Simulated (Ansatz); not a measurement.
# CH9AlOSi2: two geometries relaxed

Aim: relax the geometries before and after the shift of H6 from O1 to Al2, and see whether they are two minima and how far apart in energy. SMILES of the start: [OH][Al]([SiH3])[CH2][SiH3].

All numbers below are computed with Ansatz 0.2.0 (RKS BHLYP/6-31G*).

## Step 1: The starting structure

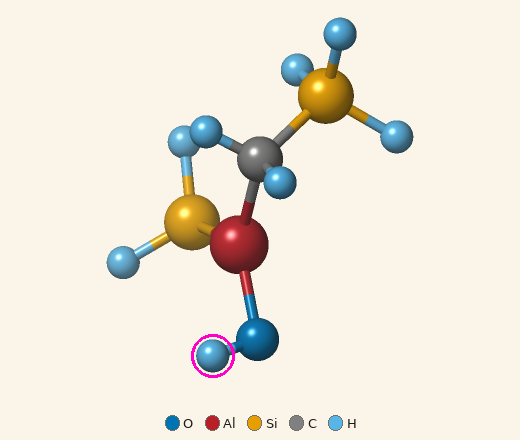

Start, viewed from a free direction; oxygen blue, aluminium red, silicon amber, carbon grey, hydrogen blue. Ringed: H6.

Coordinates:

```xyz
14

O    -1.2227    0.0128    2.5606
Al   -0.5112   -0.2940    0.9174
Si    1.1857   -1.8863    0.7231
C    -1.0538    0.6933   -0.7063
Si    0.3037    1.6160   -1.4659
H    -2.0262   -0.5644    2.6072
H     2.3785   -1.4778    1.5842
H     1.6918   -1.9526   -0.6720
H     0.7253   -3.1826    1.2199
H    -1.5144   -0.0446   -1.4199
H    -1.9430    1.3928   -0.4016
H     0.8390    2.5979   -0.4517
H    -0.2081    2.3666   -2.6620
H     1.3425    0.6936   -1.8042
```

## Step 2: End point A

Contents of input.yaml:

```yaml
crystal:
  periodic: [false, false, false]
  atoms:
    - { symbol: O, position_ang: [-1.2227, 0.0128, 2.5606] }
    - { symbol: Al, position_ang: [-0.5112, -0.294, 0.9174] }
    - { symbol: Si, position_ang: [1.1857, -1.8863, 0.7231] }
    - { symbol: C, position_ang: [-1.0538, 0.6933, -0.7063] }
    - { symbol: Si, position_ang: [0.3037, 1.616, -1.4659] }
    - { symbol: H, position_ang: [-2.0262, -0.5644, 2.6072] }
    - { symbol: H, position_ang: [2.3785, -1.4778, 1.5842] }
    - { symbol: H, position_ang: [1.6918, -1.9526, -0.672] }
    - { symbol: H, position_ang: [0.7253, -3.1826, 1.2199] }
    - { symbol: H, position_ang: [-1.5144, -0.0446, -1.4199] }
    - { symbol: H, position_ang: [-1.943, 1.3928, -0.4016] }
    - { symbol: H, position_ang: [0.839, 2.5979, -0.4517] }
    - { symbol: H, position_ang: [-0.2081, 2.3666, -2.662] }
    - { symbol: H, position_ang: [1.3425, 0.6936, -1.8042] }
basis:
  gaussian: { orbitals: "6-31G*" }
hamiltonian:
  xc: { name: BHLYP }
relax:
  f_tol: 0.02
  max_steps: 50
output:
  orbitals: {}
```

Run with:

```
$ ansatz run input.yaml --threads 2 --pin off --max-ram 3072MiB --backend cpu --events-out ev --progress --plain --runs-dir out
```

Log, shortened:

```text
Warning: RAYON_NUM_THREADS=2 ignored (pool sized by the plan → 2); use --threads N
[...]
Functional definition: BHLYP
[...]
1126 factors; integrals over basis functions are off by at most 6.9e-4 eV
[...]
mean field -25580.35275841 eV, -940.0606248856 hartree, gradient 4.3e-5 eV, S^2 0.000000; 0 other end points of the search recorded, 0 dependent functions left out
[...]
reference -25580.35297524 eV, -940.0606328541 hartree; 32, 32 occupied and 73, 73 virtual orbitals, 1126 factors
relax step   1: F+E_penalty+E_count = -25580.35275841 eV  Δ(F+E_penalty+E_count) = +0.000e0 eV  max|allowed force component| = 3.287e0 eV/Å  Δτ_max = 0.0000 Å  (26 SCF iters, accepted)
[...]
relax step   3: F+E_penalty+E_count = -25580.89964583 eV  Δ(F+E_penalty+E_count) = -9.027e-2 eV  max|allowed force component| = 1.574e0 eV/Å  Δτ_max = 0.1922 Å  (29 SCF iters, accepted)
[...]
relax step   5: F+E_penalty+E_count = -25580.99951249 eV  Δ(F+E_penalty+E_count) = -4.013e-2 eV  max|allowed force component| = 1.931e0 eV/Å  Δτ_max = 0.1949 Å  (29 SCF iters, accepted)
[...]
relax step   7: F+E_penalty+E_count = -25580.99337357 eV  Δ(F+E_penalty+E_count) = +7.743e-2 eV  max|allowed force component| = 7.038e-1 eV/Å  Δτ_max = 0.2000 Å  (29 SCF iters, rejected (line search))
[...]
relax step   9: F+E_penalty+E_count = -25581.11420115 eV  Δ(F+E_penalty+E_count) = -7.022e-3 eV  max|allowed force component| = 3.620e-2 eV/Å  Δτ_max = 0.1000 Å  (29 SCF iters, accepted)
[...]
relax step  10: F+E_penalty+E_count = -25581.11675176 eV  Δ(F+E_penalty+E_count) = -2.551e-3 eV  max|allowed force component| = 2.607e-2 eV/Å  Δτ_max = 0.0580 Å  (28 SCF iters, accepted)
[...]
relax step  11: F+E_penalty+E_count = -25581.11776564 eV  Δ(F+E_penalty+E_count) = -1.014e-3 eV  max|allowed force component| = 2.131e-1 eV/Å  Δτ_max = 0.1959 Å  (28 SCF iters, accepted)
[...]
1126 factors; integrals over basis functions are off by at most 6.7e-4 eV
mean field -25581.12077748 eV, -940.0888490661 hartree, gradient 1.9e-5 eV, S^2 0.000000; 0 other end points of the search recorded, 0 dependent functions left out
[...]
reference -25581.12099499 eV, -940.0888570593 hartree; 32, 32 occupied and 73, 73 virtual orbitals, 1126 factors
```

## Step 3: The output, continued: end point A relaxed

The log, continued, shortened:

```text
relax step  12: F+E_penalty+E_count = -25581.12077748 eV  Δ(F+E_penalty+E_count) = -3.012e-3 eV  max|allowed force component| = 8.411e-2 eV/Å  Δτ_max = 0.0426 Å  (29 SCF iters, accepted)
[...]
relax step  14: F+E_penalty+E_count = -25581.12268188 eV  Δ(F+E_penalty+E_count) = -1.087e-3 eV  max|allowed force component| = 1.132e-2 eV/Å  Δτ_max = 0.0400 Å  (29 SCF iters, accepted)
[...]
relax step  16: F+E_penalty+E_count = -25581.12435974 eV  Δ(F+E_penalty+E_count) = -4.892e-4 eV  max|allowed force component| = 5.051e-2 eV/Å  Δτ_max = 0.0405 Å  (29 SCF iters, accepted)
[...]
relax step  18: F+E_penalty+E_count = -25581.12520281 eV  Δ(F+E_penalty+E_count) = -2.623e-4 eV  max|allowed force component| = 2.405e-2 eV/Å  Δτ_max = 0.0331 Å  (23 SCF iters, accepted)
[...]
Atom 4 at     0.096127     1.888950    -1.339656 Å, force    -0.005908    -0.003941     0.000615 eV/Å
Atom 5 at    -1.724944     0.585586     2.524736 Å, force    -0.000806     0.001290    -0.000483 eV/Å
Atom 6 at     2.482336    -1.801454     1.461547 Å, force    -0.000476     0.000353    -0.001371 eV/Å
Atom 7 at     1.604870    -2.617632    -0.598047 Å, force     0.003251    -0.002003    -0.000229 eV/Å
Atom 8 at     0.754904    -3.447749     1.469573 Å, force     0.001160     0.000778    -0.000037 eV/Å
Atom 9 at    -1.158203    -0.185835    -1.598409 Å, force    -0.000215     0.005035     0.002333 eV/Å
Atom 10 at    -2.042336     0.953669    -0.596419 Å, force    -0.001224     0.000886    -0.001833 eV/Å
Atom 11 at     0.224105     2.919673    -0.284692 Å, force     0.000108     0.001729     0.002602 eV/Å
Atom 12 at    -0.365058     2.559727    -2.574460 Å, force    -0.000616     0.000965    -0.000777 eV/Å
Atom 13 at     1.449655     1.348112    -1.596440 Å, force     0.002926    -0.002298    -0.000416 eV/Å
Dipole moment:    -0.408561     0.197619    -0.158387 e Å
```

Run time: 58 s. Hardware: 2 threads of INTEL XEON PLATINUM 8581C at 2.10GHz (Emerald Rapids), shared host; peak memory 0.27 GiB.

Step by step:

```csv
step,energy from step 1 (eV),largest force component (eV/Å)
1,0.0000,3.2875
2,-0.4566,1.3040
3,-0.5469,1.5744
4,-0.6066,0.9089
5,-0.6468,1.9309
6,-0.7180,0.5464
7x,-0.6406,0.7038
8,-0.7544,0.1665
9,-0.7614,0.0362
10,-0.7640,0.0261
11,-0.7650,0.2131
12,-0.7680,0.0841
13,-0.7688,0.0270
14,-0.7699,0.0113
15,-0.7711,0.0471
16,-0.7716,0.0505
17,-0.7722,0.0446
18,-0.7724,0.0241
19,-0.7726,0.0094
20,-0.7727,0.0068
```

Step 1 is the start. 1 step was tried and not accepted (marked x).

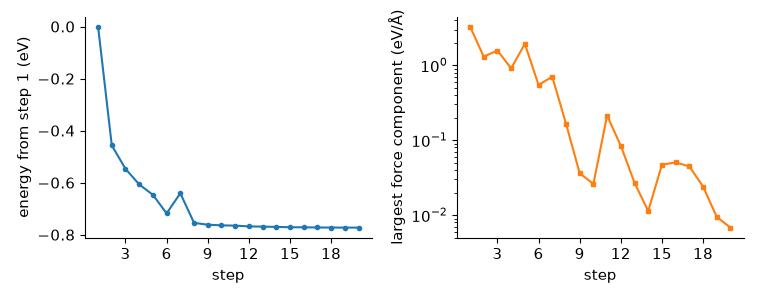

How energy and force went from step to step.

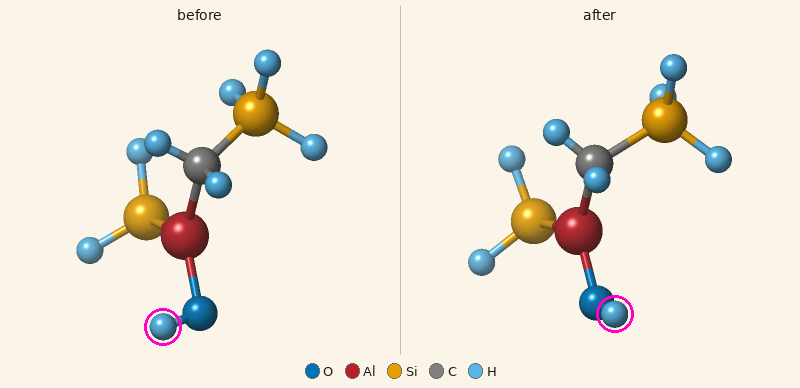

Before and after, at one scale.

After: Bond lengths: O1–Al2 1.705 Å, Al2–Si3 2.446 Å, Al2–C4 1.955 Å, C4–Si5 1.871 Å, O1–H6 0.954 Å, Si3–H7 1.482 Å, Si3–H8 1.483 Å, Si3–H9 1.481 Å, C4–H10 1.092 Å, C4–H11 1.091 Å, Si5–H12 1.480 Å, Si5–H13 1.479 Å, Si5–H14 1.480 Å. Angles (14 of 22 angles, heavy atoms first): O1–Al2–Si3 114.5°, O1–Al2–C4 120.8°, Si3–Al2–C4 124.7°, Al2–C4–Si5 114.5°, Al2–O1–H6 124.6°, Al2–Si3–H7 111.5°, Al2–Si3–H8 111.8°, Al2–Si3–H9 111.8°, Al2–C4–H10 108.3°, Al2–C4–H11 110.1°, Si5–C4–H10 107.8°, Si5–C4–H11 108.7°, C4–Si5–H12 110.2°, C4–Si5–H13 112.9°.

## Step 4: End point B

The second end starts from a geometry with the move made by hand.

input.yaml: that of step 2 with these lines changed.

```diff
@@ -8,3 +8,3 @@
     - { symbol: Si, position_ang: [0.3037, 1.616, -1.4659] }
-    - { symbol: H, position_ang: [-2.0262, -0.5644, 2.6072] }
+    - { symbol: H, position_ang: [-1.98169, -0.11657, 1.33903] }
     - { symbol: H, position_ang: [2.3785, -1.4778, 1.5842] }
@@ -24,3 +24 @@
   max_steps: 50
-output:
-  orbitals: {}
```

Run with:

```
$ ansatz run input.yaml --threads 2 --pin off --max-ram 3072MiB --backend cpu --events-out ev --progress --plain --runs-dir out
```

Log, shortened:

```text
Warning: RAYON_NUM_THREADS=2 ignored (pool sized by the plan → 2); use --threads N
[...]
[... 1 set-up line as earlier in the session ...]
[...]
1127 factors; integrals over basis functions are off by at most 6.9e-4 eV
[...]
mean field -25576.87504903 eV, -939.9328214231 hartree, gradient 4.9e-5 eV, S^2 0.000000; 0 other end points of the search recorded, 0 dependent functions left out
[...]
reference -25576.87526589 eV, -939.9328293928 hartree; 32, 32 occupied and 73, 73 virtual orbitals, 1127 factors
relax step   1: F+E_penalty+E_count = -25576.87504903 eV  Δ(F+E_penalty+E_count) = +0.000e0 eV  max|allowed force component| = 5.972e0 eV/Å  Δτ_max = 0.0000 Å  (30 SCF iters, accepted)
[...]
relax step   5: F+E_penalty+E_count = -25580.51709087 eV  Δ(F+E_penalty+E_count) = -3.615e-1 eV  max|allowed force component| = 1.577e0 eV/Å  Δτ_max = 0.0973 Å  (29 SCF iters, accepted)
[...]
relax step   9: F+E_penalty+E_count = -25581.01243018 eV  Δ(F+E_penalty+E_count) = +3.712e-3 eV  max|allowed force component| = 2.357e0 eV/Å  Δτ_max = 0.1940 Å  (30 SCF iters, rejected (line search))
[...]
relax step  13: F+E_penalty+E_count = -25581.10352380 eV  Δ(F+E_penalty+E_count) = +4.481e-4 eV  max|allowed force component| = 1.539e-1 eV/Å  Δτ_max = 0.1066 Å  (28 SCF iters, rejected (line search))
[...]
relax step  15: F+E_penalty+E_count = -25581.11544478 eV  Δ(F+E_penalty+E_count) = -5.752e-3 eV  max|allowed force component| = 2.049e-2 eV/Å  Δτ_max = 0.1000 Å  (28 SCF iters, accepted)
[...]
relax step  16: F+E_penalty+E_count = -25581.11717923 eV  Δ(F+E_penalty+E_count) = -1.734e-3 eV  max|allowed force component| = 1.567e-1 eV/Å  Δτ_max = 0.1466 Å  (28 SCF iters, accepted)
```

## Step 5: The log goes on: end point B relaxed

Output, continued:

```text
these checks for a lower state are left out or cut short: starts, cluster_reference, orbital_swaps, neighbouring_geometries, increment
1127 factors; integrals over basis functions are off by at most 6.2e-4 eV
mean field evaluation 128: about -25581.1185 eV, gradient 1.6e-1 eV
mean field -25581.11862895 eV, -940.0887701091 hartree, gradient 1.8e-5 eV, S^2 0.000000; 0 other end points of the search recorded, 0 dependent functions left out
the calculation of the forces begins
reference -25581.11884625 eV, -940.0887780946 hartree; 32, 32 occupied and 73, 73 virtual orbitals, 1127 factors
relax step  17: F+E_penalty+E_count = -25581.11862895 eV  Δ(F+E_penalty+E_count) = -1.450e-3 eV  max|allowed force component| = 8.232e-2 eV/Å  Δτ_max = 0.0516 Å  (29 SCF iters, accepted)
these checks for a lower state are left out or cut short: starts, cluster_reference, orbital_swaps, neighbouring_geometries, increment
1127 factors; integrals over basis functions are off by at most 6.2e-4 eV
mean field -25581.11947004 eV, -940.0888010183 hartree, gradient 1.8e-5 eV, S^2 0.000000; 0 other end points of the search recorded, 0 dependent functions left out
the calculation of the forces begins
reference -25581.11968727 eV, -940.0888090016 hartree; 32, 32 occupied and 73, 73 virtual orbitals, 1127 factors
relax step  18: F+E_penalty+E_count = -25581.11947004 eV  Δ(F+E_penalty+E_count) = -8.411e-4 eV  max|allowed force component| = 1.034e-1 eV/Å  Δτ_max = 0.0374 Å  (29 SCF iters, accepted)
these checks for a lower state are left out or cut short: starts, cluster_reference, orbital_swaps, neighbouring_geometries, increment
1127 factors; integrals over basis functions are off by at most 6.3e-4 eV
mean field -25581.12139381 eV, -940.0888717156 hartree, gradient 1.8e-5 eV, S^2 0.000000; 0 other end points of the search recorded, 0 dependent functions left out
the calculation of the forces begins
reference -25581.12161084 eV, -940.0888796915 hartree; 32, 32 occupied and 73, 73 virtual orbitals, 1127 factors
relax step  19: F+E_penalty+E_count = -25581.12139381 eV  Δ(F+E_penalty+E_count) = -1.924e-3 eV  max|allowed force component| = 7.322e-2 eV/Å  Δτ_max = 0.0484 Å  (29 SCF iters, accepted)
these checks for a lower state are left out or cut short: starts, cluster_reference, orbital_swaps, neighbouring_geometries, increment
1127 factors; integrals over basis functions are off by at most 6.2e-4 eV
mean field -25581.12274627 eV, -940.0889214176 hartree, gradient 1.8e-5 eV, S^2 0.000000; 0 other end points of the search recorded, 0 dependent functions left out
the calculation of the forces begins
reference -25581.12296315 eV, -940.0889293880 hartree; 32, 32 occupied and 73, 73 virtual orbitals, 1127 factors
relax step  20: F+E_penalty+E_count = -25581.12274627 eV  Δ(F+E_penalty+E_count) = -1.352e-3 eV  max|allowed force component| = 2.967e-2 eV/Å  Δτ_max = 0.0431 Å  (29 SCF iters, accepted)
these checks for a lower state are left out or cut short: starts, cluster_reference, orbital_swaps, neighbouring_geometries, increment
1127 factors; integrals over basis functions are off by at most 6.2e-4 eV
mean field evaluation 160: about -25581.1237 eV, gradient 1.8e-5 eV
mean field -25581.12370991 eV, -940.0889568307 hartree, gradient 1.8e-5 eV, S^2 0.000000; 0 other end points of the search recorded, 0 dependent functions left out
the calculation of the forces begins
reference -25581.12392669 eV, -940.0889647974 hartree; 32, 32 occupied and 73, 73 virtual orbitals, 1127 factors
relax step  21: F+E_penalty+E_count = -25581.12370991 eV  Δ(F+E_penalty+E_count) = -9.636e-4 eV  max|allowed force component| = 2.749e-2 eV/Å  Δτ_max = 0.0542 Å  (28 SCF iters, accepted)
these checks for a lower state are left out or cut short: starts, cluster_reference, orbital_swaps, neighbouring_geometries, increment
1127 factors; integrals over basis functions are off by at most 6.4e-4 eV
mean field -25581.12430613 eV, -940.0889787413 hartree, gradient 1.8e-5 eV, S^2 0.000000; 0 other end points of the search recorded, 0 dependent functions left out
the calculation of the forces begins
reference -25581.12452299 eV, -940.0889867109 hartree; 32, 32 occupied and 73, 73 virtual orbitals, 1127 factors
relax step  22: F+E_penalty+E_count = -25581.12430613 eV  Δ(F+E_penalty+E_count) = -5.962e-4 eV  max|allowed force component| = 4.099e-2 eV/Å  Δτ_max = 0.0654 Å  (28 SCF iters, accepted)
these checks for a lower state are left out or cut short: starts, cluster_reference, orbital_swaps, neighbouring_geometries, increment
1127 factors; integrals over basis functions are off by at most 6.5e-4 eV
mean field -25581.12470257 eV, -940.0889933105 hartree, gradient 1.8e-5 eV, S^2 0.000000; 0 other end points of the search recorded, 0 dependent functions left out
the calculation of the forces begins
reference -25581.12491952 eV, -940.0890012833 hartree; 32, 32 occupied and 73, 73 virtual orbitals, 1127 factors
relax step  23: F+E_penalty+E_count = -25581.12470257 eV  Δ(F+E_penalty+E_count) = -3.964e-4 eV  max|allowed force component| = 3.890e-2 eV/Å  Δτ_max = 0.0413 Å  (30 SCF iters, accepted)
these checks for a lower state are left out or cut short: starts, cluster_reference, orbital_swaps, neighbouring_geometries, increment
1127 factors; integrals over basis functions are off by at most 6.6e-4 eV
mean field -25581.12506545 eV, -940.0890066459 hartree, gradient 1.8e-5 eV, S^2 0.000000; 0 other end points of the search recorded, 0 dependent functions left out
the calculation of the forces begins
reference -25581.12528272 eV, -940.0890146306 hartree; 32, 32 occupied and 73, 73 virtual orbitals, 1127 factors
relax step  24: F+E_penalty+E_count = -25581.12506545 eV  Δ(F+E_penalty+E_count) = -3.629e-4 eV  max|allowed force component| = 4.571e-2 eV/Å  Δτ_max = 0.0632 Å  (29 SCF iters, accepted)
these checks for a lower state are left out or cut short: starts, cluster_reference, orbital_swaps, neighbouring_geometries, increment
1127 factors; integrals over basis functions are off by at most 6.7e-4 eV
mean field -25581.12521870 eV, -940.0890122779 hartree, gradient 1.9e-5 eV, S^2 0.000000; 0 other end points of the search recorded, 0 dependent functions left out
the calculation of the forces begins
reference -25581.12543610 eV, -940.0890202670 hartree; 32, 32 occupied and 73, 73 virtual orbitals, 1127 factors
relax step  25: F+E_penalty+E_count = -25581.12521870 eV  Δ(F+E_penalty+E_count) = -1.533e-4 eV  max|allowed force component| = 4.207e-2 eV/Å  Δτ_max = 0.0184 Å  (23 SCF iters, accepted)
these checks for a lower state are left out or cut short: starts, cluster_reference, orbital_swaps, neighbouring_geometries, increment
1127 factors; integrals over basis functions are off by at most 6.7e-4 eV
mean field evaluation 192: about -25581.1253 eV, gradient 2.5e-5 eV
mean field -25581.12532310 eV, -940.0890161145 hartree, gradient 2.5e-5 eV, S^2 0.000000; 0 other end points of the search recorded, 0 dependent functions left out
the calculation of the forces begins
reference -25581.12554052 eV, -940.0890241046 hartree; 32, 32 occupied and 73, 73 virtual orbitals, 1127 factors
relax step  26: F+E_penalty+E_count = -25581.12532310 eV  Δ(F+E_penalty+E_count) = -1.044e-4 eV  max|allowed force component| = 1.360e-2 eV/Å  Δτ_max = 0.0073 Å  (22 SCF iters, accepted)
1127 factors; integrals over basis functions are off by at most 6.7e-4 eV
mean field -25581.12532310 eV, -940.0890161145 hartree, gradient 2.5e-5 eV, S^2 0.000000; 1 other end points of the search recorded, 0 dependent functions left out
the calculation of the forces begins
reference -25581.12554052 eV, -940.0890241046 hartree; 32, 32 occupied and 73, 73 virtual orbitals, 1127 factors
Total energy: -25581.12554052 eV, -940.0890241046 hartree
Atom 0 at    -1.186565    -0.043962     2.209248 Å, force    -0.009623     0.013598    -0.010595 eV/Å
Atom 1 at    -0.486711    -0.412262     0.698437 Å, force     0.001707    -0.006295     0.001659 eV/Å
Atom 2 at     1.202324    -2.180755     0.763414 Å, force     0.010282    -0.006613    -0.000711 eV/Å
Atom 3 at    -1.021452     0.558755    -0.912252 Å, force     0.001825     0.006247     0.001267 eV/Å
Atom 4 at     0.169445     1.902545    -1.439438 Å, force     0.010821    -0.002690    -0.000638 eV/Å
Atom 5 at    -1.854609     0.624783     2.338891 Å, force     0.005828    -0.007741     0.010164 eV/Å
Atom 6 at     2.428202    -1.732041     1.465201 Å, force    -0.002567     0.002220     0.001400 eV/Å
Atom 7 at     1.615942    -2.602181    -0.596504 Å, force    -0.003711     0.001407    -0.002273 eV/Å
Atom 8 at     0.713102    -3.390454     1.464747 Å, force    -0.003346     0.004853    -0.000184 eV/Å
Atom 9 at    -1.102361    -0.156293    -1.733203 Å, force     0.000746     0.001033    -0.001597 eV/Å
Atom 10 at    -2.008733     1.001349    -0.773340 Å, force     0.000292    -0.002430     0.001167 eV/Å
Atom 11 at     0.290363     2.928122    -0.377501 Å, force    -0.004335    -0.007686    -0.008968 eV/Å
Atom 12 at    -0.246230     2.585167    -2.684197 Å, force    -0.000283     0.000457     0.005614 eV/Å
Atom 13 at     1.518893     1.335757    -1.662873 Å, force    -0.007635     0.003640     0.003695 eV/Å
Dipole moment:    -0.402808     0.198541    -0.182083 e Å
```

Run time: 78 s. Hardware: 2 threads of INTEL XEON PLATINUM 8581C at 2.10GHz (Emerald Rapids), shared host; peak memory 0.27 GiB.

The steps of the relaxation:

```csv
step,energy from step 1 (eV),largest force component (eV/Å)
1,0.0000,5.9725
2,-2.5257,5.5489
3x,-2.3073,13.8063
4,-3.2805,3.2078
5,-3.6420,1.5770
6,-3.8677,0.9296
7,-4.0713,0.5728
8,-4.1411,0.3510
9x,-4.1374,2.3566
10,-4.1895,0.4057
11,-4.2048,0.4058
12,-4.2289,0.2105
13x,-4.2285,0.1539
14,-4.2346,0.1233
15,-4.2404,0.0205
16,-4.2421,0.1567
17,-4.2436,0.0823
18,-4.2444,0.1034
19,-4.2463,0.0732
20,-4.2477,0.0297
21,-4.2487,0.0275
22,-4.2493,0.0410
23,-4.2497,0.0389
24,-4.2500,0.0457
25,-4.2502,0.0421
26,-4.2503,0.0136
```

Step 1 is the start. 3 steps were tried and not accepted (marked x).

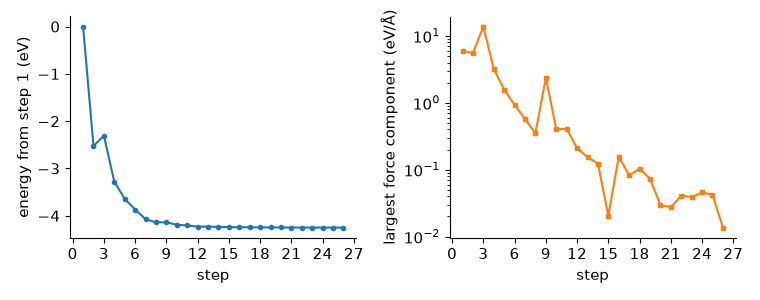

How energy and force went from step to step.

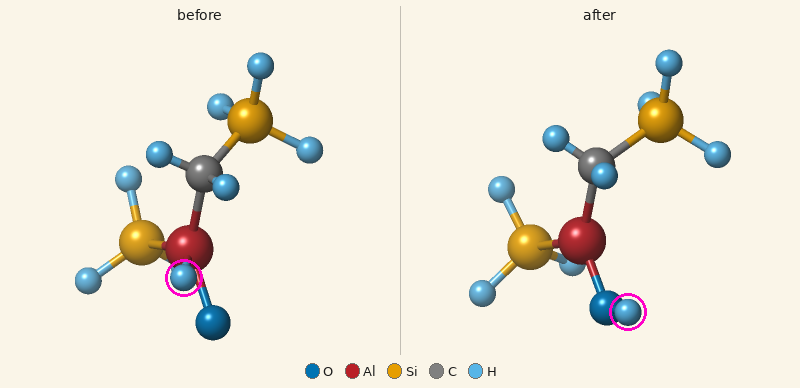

The structure before (left) and after (right), drawn at the same scale.

After: Bond lengths: O1–Al2 1.705 Å, Al2–Si3 2.446 Å, Al2–C4 1.955 Å, C4–Si5 1.871 Å, O1–H6 0.954 Å, Si3–H7 1.482 Å, Si3–H8 1.483 Å, Si3–H9 1.481 Å, C4–H10 1.092 Å, C4–H11 1.091 Å, Si5–H12 1.481 Å, Si5–H13 1.479 Å, Si5–H14 1.481 Å. Angles (14 of 22 angles, heavy atoms first): O1–Al2–Si3 114.6°, O1–Al2–C4 120.7°, Si3–Al2–C4 124.7°, Al2–C4–Si5 114.5°, Al2–O1–H6 124.0°, Al2–Si3–H7 111.4°, Al2–Si3–H8 111.9°, Al2–Si3–H9 112.0°, Al2–C4–H10 108.3°, Al2–C4–H11 110.1°, Si5–C4–H10 107.8°, Si5–C4–H11 108.7°, C4–Si5–H12 110.3°, C4–Si5–H13 112.9°.

Pairs that crossed the distance rule for bonds on the way: came closer O1–H6; moved apart Al2–H6.

## Step 6: Summary of results

| quantity | value |
| --- | --- |
| end A | 18 moves, 0.773 eV lower |
| end B | 22 moves, 4.250 eV lower |
| largest difference between the ends | 0.05 Å |
| end B relative to end A | +0.000 eV |

What this shows: The two relaxations end at one structure, within 0.05 Å: no second minimum was found from this start, which doesn't rule one out.
